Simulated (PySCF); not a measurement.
**Excited-state calculation of C₄H₉AlClF**

C₄H₉AlClF, SMILES C[C](C)(C)[Al]([F])[Cl], computed with TDDFT CAM-B3LYP/def2-SVPD, vertical, gas phase, core orbitals frozen in the response (PySCF 2.14.0).

The geometry comes from this level: GFN2-xTB. It belongs to a series of runs on one base structure; here: Cl replaced by F.

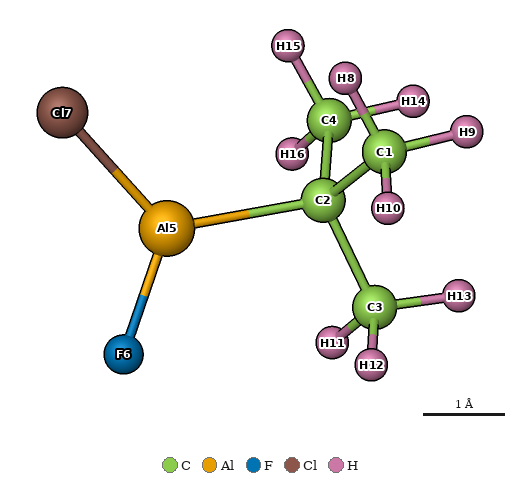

Figure 1. The structure (ball-and-stick view, seen at a tilt; atoms are numbered from 1 in the order of the input). Sticks mark near contacts.

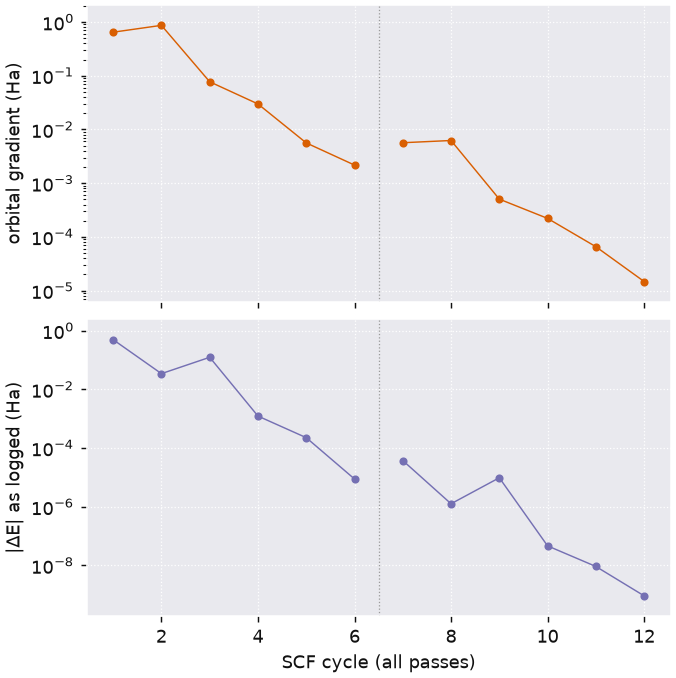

Figure 2. Convergence of the self-consistent field: orbital gradient and size of the energy change against the SCF cycle. The dotted line marks the change from a coarse to the final integration grid. The first 6 cycles use a coarse grid, the final grid takes over at cycle 7, and the field converges after 12 cycles in all.

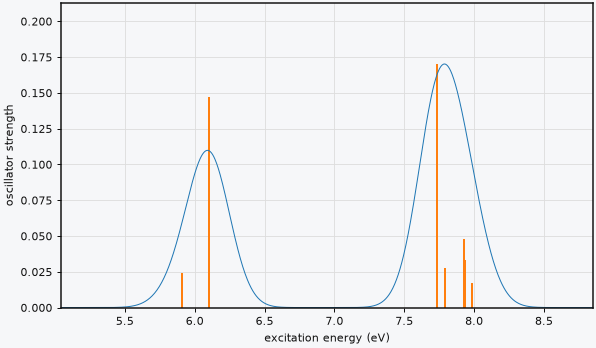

Figure 3. Computed excitations as sticks (degenerate states added up, dark ones marked on the axis), with a Gaussian envelope of 0.35 eV full width at half maximum, scaled to the tallest. Of the 8 states the lowest lies at 5.91 eV (f = 0.024); the strongest line is at 7.73 eV, or 160 nm (f = 0.170).

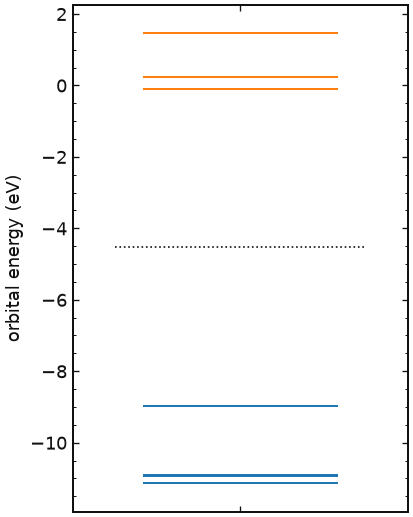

Figure 4. Orbital energies near the frontier; the dotted line parts filled from empty levels, and levels within 0.02 eV of each other stand side by side. Highest filled −8.98 eV, lowest empty −0.09 eV, 8.89 eV apart.

These pictures come from the run below.

Input:
```
{"job": {"kind": "uv", "xc": "CAM-B3LYP", "basis": "def2-SVPD", "nstates": 8, "ntriplets": 3}, "charge": 0, "multiplicity": 1}
C     -0.468774    -1.297818     0.689651
C     -0.037495    -0.006503    -0.018706
C     -1.209278     0.977425    -0.064104
C      0.396011    -0.366209    -1.446297
Al     1.499858     0.872794     0.986967
F      1.249228     2.408922     1.555649
Cl     3.296102    -0.012286     1.329107
H      0.374273    -1.980508     0.793328
H     -1.246585    -1.802810     0.114572
H     -0.860576    -1.084338     1.683338
H     -0.919427     1.897496    -0.570734
H     -1.531488     1.238555     0.943472
H     -2.056386     0.541970    -0.596106
H     -0.405723    -0.896086    -1.963117
H      1.274373    -1.011031    -1.431469
H      0.638290     0.529370    -2.016963
```

The first line tells a small driver script what to run in PySCF; the rest is the geometry in Å.

Run as:
```bash
OMP_NUM_THREADS=1 python <driver script> task.json out
```

Output:
```
coarse grid: 14264 points
cycle   1  E = -959.7593085515  dE =  4.917e-01  |g| = 6.453e-01  |ddm| = 9.675e+00
cycle   2  E = -959.7251157472  dE =  3.419e-02  |g| = 8.650e-01  |ddm| = 3.365e+00
cycle   3  E = -959.8484474911  dE = -1.233e-01  |g| = 7.707e-02  |ddm| = 1.383e+00
cycle   4  E = -959.8496712539  dE = -1.224e-03  |g| = 2.980e-02  |ddm| = 2.857e-01
cycle   5  E = -959.8498962695  dE = -2.250e-04  |g| = 5.613e-03  |ddm| = 8.863e-02
cycle   6  E = -959.8499050521  dE = -8.783e-06  |g| = 2.172e-03  |ddm| = 2.115e-02
final grid: 128424 points
cycle   7  E = -959.9764070094  dE = -3.739e-05  |g| = 5.657e-03  |ddm| = 1.379e-01
cycle   8  E = -959.9764057511  dE =  1.258e-06  |g| = 6.224e-03  |ddm| = 2.472e-02
cycle   9  E = -959.9764154193  dE = -9.668e-06  |g| = 5.046e-04  |ddm| = 9.326e-03
cycle  10  E = -959.9764154655  dE = -4.614e-08  |g| = 2.210e-04  |ddm| = 1.422e-03
cycle  11  E = -959.9764154746  dE = -9.184e-09  |g| = 6.576e-05  |ddm| = 4.921e-04
cycle  12  E = -959.9764154756  dE = -9.159e-10  |g| = 1.478e-05  |ddm| = 1.665e-04
converged SCF energy = -959.9764154756

Static polarisability (au): isotropic 84.811, principal 76.601 80.926 96.905

Singlet excitations
state   eV       nm        f      main configurations
  1   5.9101    209.8   0.02409   H->L+1 0.97
  2   6.1056    203.1   0.14691   H->L 0.95
  3   7.7329    160.3   0.17015   H->L+2 0.94
  4   7.7869    159.2   0.00576   H-3->L+1 0.72, H-3->L 0.17
  5   7.7900    159.2   0.02166   H-3->L 0.63, H-3->L+1 0.20
  6   7.9269    156.4   0.04768   H-1->L 0.65, H-4->L 0.23
  7   7.9366    156.2   0.03292   H-2->L 0.51, H->L+3 0.31
  8   7.9826    155.3   0.01712   H-4->L 0.67, H-1->L 0.21

Triplet excitations (Tamm-Dancoff, eV): 5.2875 5.3570 7.5224
```

Summary:

| quantity | value |
| --- | --- |
| outcome | converged |
| total energy | −959.976415 hartree |
| HOMO | −8.98 eV |
| LUMO | −0.09 eV |
| dipole moment | 1.93 D |
| mean polarisability | 84.81 a.u. |
| lowest singlet excitation | 5.91 eV |
| hardware | 1 CPU thread, shared host |
| wall time | 1.9 min |
| peak memory | 1 GiB |
